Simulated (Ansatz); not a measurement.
# ClF₂H₂PTi···HF: what the fields show

Input file:

```
crystal:
  periodic: [false, false, false]
  atoms:
    - { symbol: Ti, position_ang: [0.0, 0.0, 0.0] }
    - { symbol: F, position_ang: [0.0, 0.0, 2.18] }
    - { symbol: F, position_ang: [1.7257, 0.0, -0.6094] }
    - { symbol: Cl, position_ang: [-1.1163, 1.9339, -0.7892] }
    - { symbol: F, position_ang: [-0.8619, -1.4933, -0.6094] }
    - { symbol: P, position_ang: [1.0197, 2.3713, 0.8577] }
    - { symbol: H, position_ang: [2.1318, 2.1296, 1.7069] }
    - { symbol: H, position_ang: [1.4373, 3.14, -0.2609] }
    - { symbol: H, position_ang: [0.4936, 1.1479, 2.0441] }
basis:
  gaussian: { orbitals: def2-SVP }
hamiltonian:
  xc: pbe
relax:
  f_tol: 0.15
  max_steps: 25
  restrain:
    - { distance: [0, 5], at: 2.42, k: 30.0 }
    - { distance: [8, 1], at: 0.92, k: 30.0 }
    - { distance: [0, 1], at: 3.03, k: 30.0 }
    - { distance: [8, 5], at: 2.62, k: 30.0 }
output:
  orbitals: {}
```

Launched as:

```sh
ansatz run input.yaml --threads 4 --pin off --max-ram 5120MiB --backend cpu --events-out ev --progress --plain --runs-dir out
```

The fields are those of the run's last geometry, not of the input's.

Level of theory: Ansatz, RKS PBE/def2-SVP.

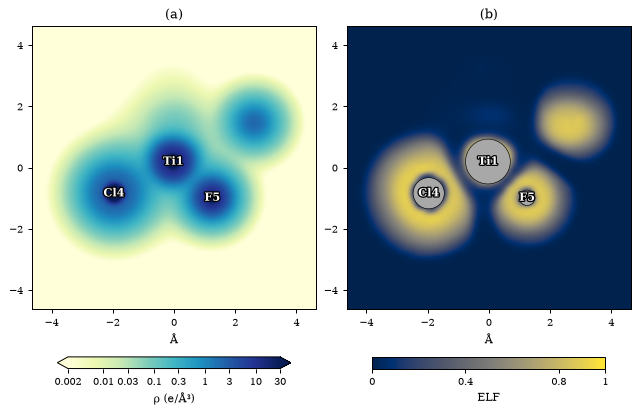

Figure 1. (a) electron density; (b) ELF on the plane of atoms Cl4, Ti1 and F5. Grey discs cover the atomic cores in the ELF map.

Read the bonding off the picture.

The section cuts through Ti, Cl and F sites. Ti–F (1.75 Å): the density is about 1.1 e/Å³ at the midpoint; the ELF peaks at about 0.80 in the valence shell of F, 0.5 Å from its nucleus, and drops to about 0.20 between the two atoms. Ti–Cl (2.19 Å): ρ at the midpoint is about 0.65 e/Å³; the ELF peaks at about 0.85 in the valence shell of Cl, 0.8 Å from its nucleus, and is about 0.40 at the midpoint. The ELF also peaks beside F2, away from the bonds: lone-pair regions.

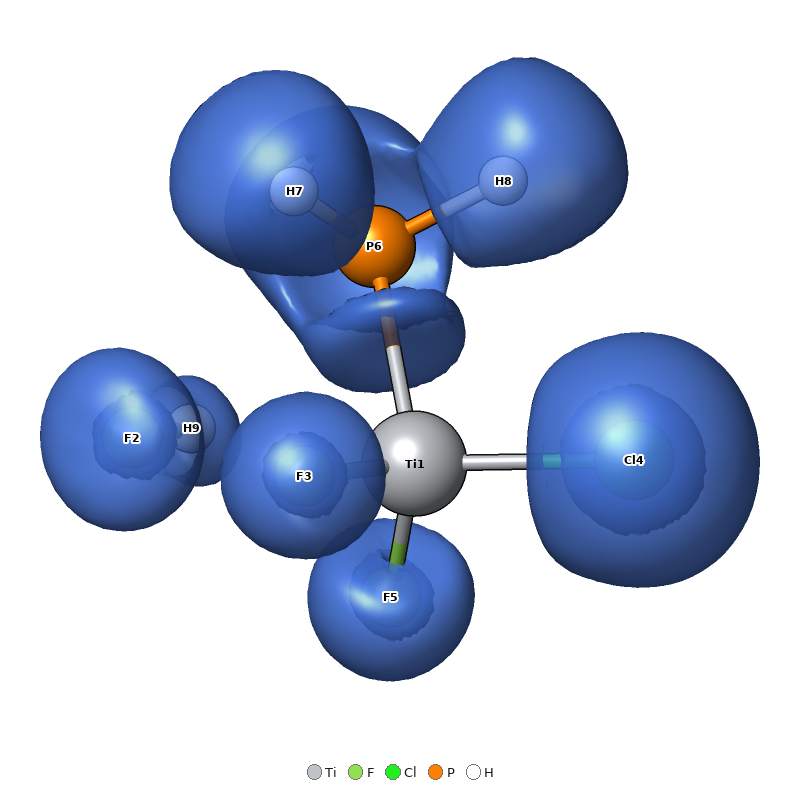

Figure 2. Isosurface of the electron localisation function at 0.75 (blue), seen at a tilt. Core shells and regions of very low density are left out.

What do the ELF domains correspond to?

At this value the surface marks out one region wrapped around Cl (its valence shell), two regions wrapped around F (the valence shell of each), one joined region spread over several atoms (F, H), in which their bonds and any lone pairs are merged and one joined region spread over several atoms (H, P), in which their bonds and any lone pairs are merged. Profiles from the grid: Ti1···F2 (3.02 Å): the ELF dips to about 0 between them. Ti–F (1.74 Å): the ELF peaks at about 0.85 in the valence shell of F, 0.5 Å from its nucleus, and drops to about 0.25 between the two atoms.

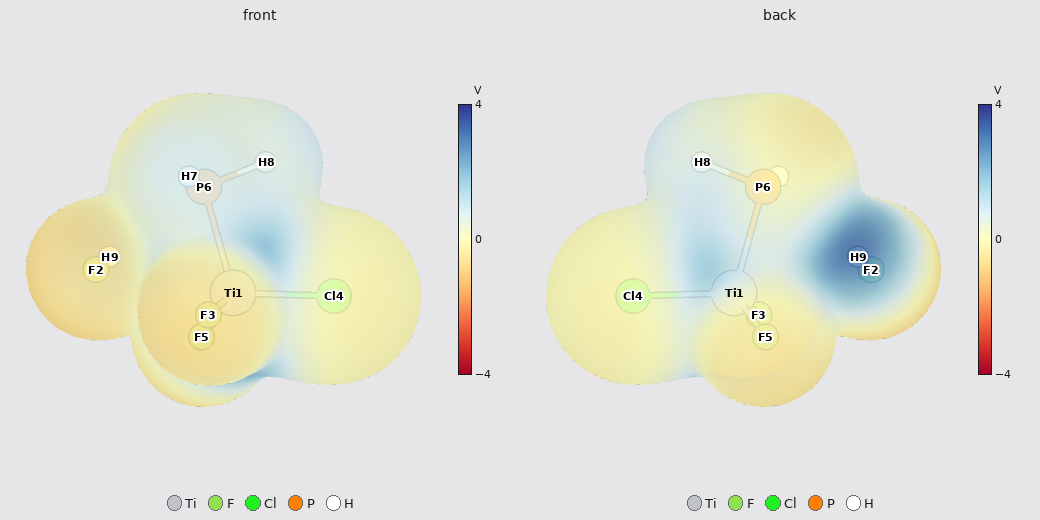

Figure 3. The molecular electrostatic potential painted on the density surface at 0.002 e/bohr³, seen from the front and from behind; the colour scale runs from red (negative) to blue (positive).

Which sites attract a positive test charge, and which a negative one?

A positive charge is drawn to the negative regions and a negative charge to the positive ones. The most negative region (about −0.8 V) lies over F2, the most positive (about +3.0 V) over H9.

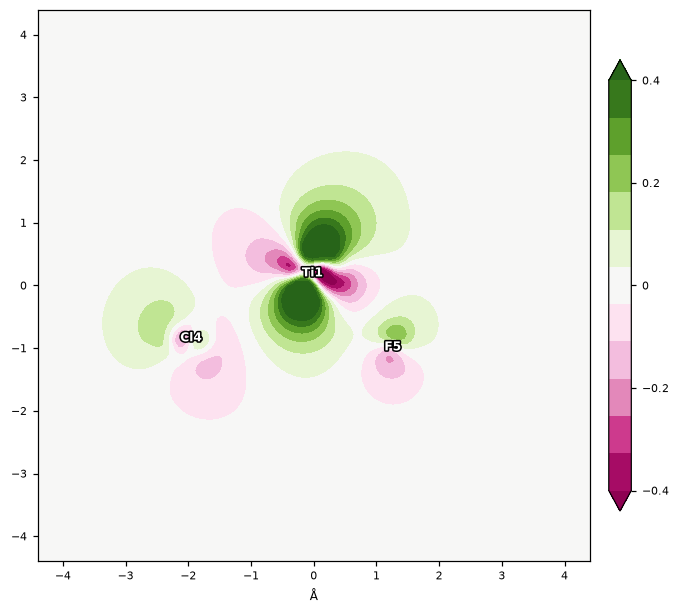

Figure 4. The LUMO on the plane of atoms Cl4, Ti1 and F5 (values in Å⁻³ᐟ²; the overall sign is arbitrary).

Where does this orbital lie, and at what energy?

It lies mainly on Ti1 (about 75 %) and Cl4 (about 10 %). Its energy is −4.22 eV.
